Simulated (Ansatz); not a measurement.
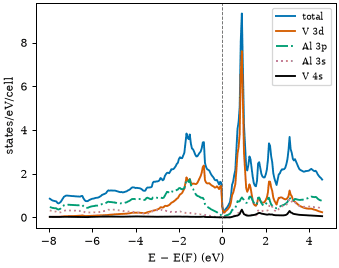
Figure: Total and projected density of states of Al$_{3}$V in space group I4/mmm (No. 139; Al on 2b, Al on 4d, V on 2a), the program Ansatz at the PBEsol level (PAW)

Question: Which orbitals carry the states next to the Fermi level?

Answer: Within 0.5 eV of the Fermi level: V 3d 79 %, Al 3p 16 %. Projections are on Löwdin-orthogonalised atomic valence shells; empty p or d shells of many metals are not among them.

Question: Where is the tallest occupied peak in this window, and what makes it?

Answer: Near -1.6 eV, about 3.8 states/eV per cell; the largest projected share is V 3d.

The workflow started from a Materials Project entry (that database holds measured and hypothetical structures alike); the Crystallography Open Database copy checked does not list it. Its standing as an ambient phase is unchecked. The PBEsol relaxation kept the symmetry of its start; whether a distortion lowers the energy is not shown. No spin polarisation was allowed.

Potentials: the later of the program's two PAW sets.
